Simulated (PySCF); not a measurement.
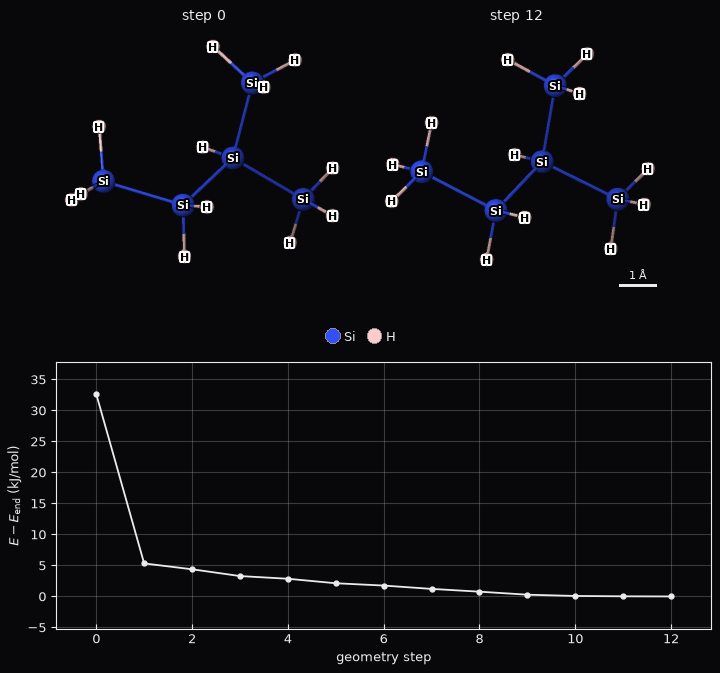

First and last geometry of a relaxation of Si$_{5}$H$_{12}$, with the history of the run. Style: ball-and-stick. Shown at a tilt.

The start comes from GFN2-xTB. Its atoms were then displaced at random by about 0.01 Å.

Level of theory: PySCF 2.14.0, density-fitted response routines, PBE0-D3(BJ)/def2-SVP geometry optimisation, gas phase. 

Read the history and describe the run.

It converged. The energy falls by 32.6 kJ/mol in 12 geometry steps. The atom that moves furthest after the best rigid fit is an H atom (1.01 Å). By element the largest moves are H 1.01 Å, Si 0.33 Å. Some distances before and after: Si–Si 2.286 → 2.345 Å, H–Si 1.439 → 1.496 Å, Si–Si 2.379 → 2.344 Å, H–Si 1.466 → 1.499 Å. Among the angles between lasting bonds that change: Si–Si–Si 117.5° → 110.0°, H–Si–H 102.5° → 108.6°, Si–Si–Si 114.5° → 109.6°. Groups turn about Si–Si by about 25°, Si–Si by about 20°.
